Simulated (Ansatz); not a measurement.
Amorphous Ga24O37Na2

Preparation: random packing, a CHGNet melt and quench, and a DFT relaxation. O atoms were pushed apart under 1.9 Å during the dynamics, to hinder bonds among them. The hot cell started wider than the set density and was brought back towards it in steps. It is the lowest in DFT energy of 2 quenches. It is a model cell: composition and starting density were chosen by hand, and all elements were melted together. No dispersion term was used.

Methods: PBE, scalar-relativistic without spin-orbit coupling (Ansatz, a quantum-chemistry and plane-wave program); r2SCAN, scalar-relativistic without spin-orbit coupling (Ansatz); HSE06, scalar-relativistic without spin-orbit coupling (Ansatz). Geometry, pressure, stress and energy are those of the PBE run. Its sampling: a 2×2×2 Γ-centred mesh; Fermi-Dirac width 0.02 eV; no spin polarisation. Other functionals are single points at the zone centre (r2SCAN at 500 eV; exact exchange cut at the cell's faces), free to take moments where seeds were set. At PBE the levels at the filled edge of the gap are localised (band-tail or defect states), and the nearest spread-out levels lie 2.3 eV apart at the zone centre.

| Quantity | Value |
|---|---|
| Number of atoms in the cell | 63 |
| Density (held, not predicted) | 4.87 g/cm³ |
| Volume per atom | 12.51 Å³ |
| Pressure on a 2×2×2 Γ-centred mesh | 1.41 GPa |
| Largest force and stress component on that mesh (the relaxation ran on the zone centre alone) | 0.07 eV/Å and 1.5 GPa |
| Level gap on a 2×2×2 Γ-centred mesh (PBE) | 1.69 eV |
| Level gap at the zone centre (PBE) | 1.67 eV |
| Level gap at the zone centre (r2SCAN) | 2.18 eV |
| Level gap at the zone centre (HSE06) | 3.34 eV |

Neighbours within Ga-Ga 2.68 Å, Ga-O 2.36 Å, Ga-Na 3.17 Å, O-O 1.58 Å, O-Na 2.78 Å, Na-Na 3.65 Å count as bonded. Two cations that share two anions don't count as bonded, nor two that share one unless they lie closer than Ga-Ga 2.61 Å, Ga-Na 3.08 Å, Na-Na 3.55 Å.

| Property | Result |
|---|---|
| Mean coordination of Ga by anions | 4.33 (17 with 4, 6 with 5, 1 with 6); 1 close contacts or bonds to cations besides |
| Mean coordination of O | 3.08 (1 with 2, 32 with 3, 4 with 4) |
| Mean coordination of Na by anions | 5.00 (2 with 5); 1 close contacts or bonds to cations besides |
| Mean Ga-O bond | 1.917 Å (spread 0.093 Å, 104 counted) |
| Mean O-Na bond | 2.366 Å (spread 0.161 Å, 10 counted) |

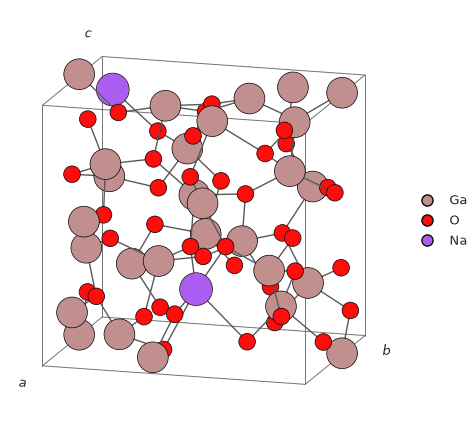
*The relaxed cell*

Its density started from a set value of 4.87 g/cm³. Cooling (nominally 330 K/ps over its main leg) ran many orders faster than in experiment, which tends to leave more defects and strain. One small periodic cell is one sample of the glass; other quenches scatter about these values. The volume was held where the preparation left it and the shape relaxed, at a PBE pressure of 1.4 GPa. Stress components on the final sampling reach 1.5 GPa.
